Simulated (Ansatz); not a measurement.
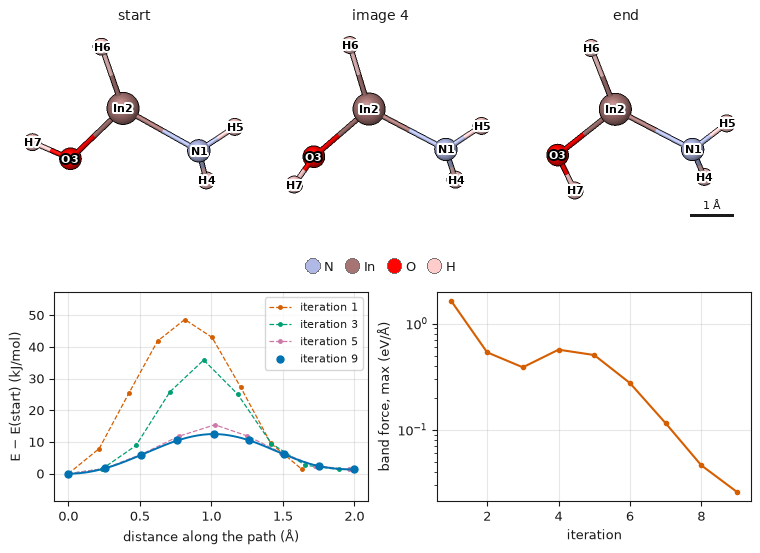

A nudged-elastic-band calculation for InNH4O. Images are numbered from 0 (start) to 8 (end). The plot follows the band through its iterations. The picture is a ball-and-stick view, seen at a tilt.

Level of theory: RKS PBE-D4/def2-SVP (Ansatz 0.2.0). Set-up: 7 movable images; climbing image; force threshold 0.03 eV/Å; iteration limit 60; starting path by straight interpolation.

### Did the band converge, and can the barrier be trusted?

The run is converged, with reservations. The band converged in 9 iterations. The largest component of the band force went from 1.6 to 0.026 eV/Å. The climbing image converged on the top of the path. Its curvatures weren't checked. The straight starting path can push atoms close together and costs iterations. The first iteration put the highest image at 48.6 kJ/mol. The highest point, image 4, lies 12.5 kJ/mol above the start and 11.2 kJ/mol above the end; the end is at +1.3 kJ/mol relative to the start.

Cost: 2.2 min on 1 thread of Intel(R) Xeon(R) Processor @ 2.70GHz, with other jobs on the host, peak memory 0.14 GiB.
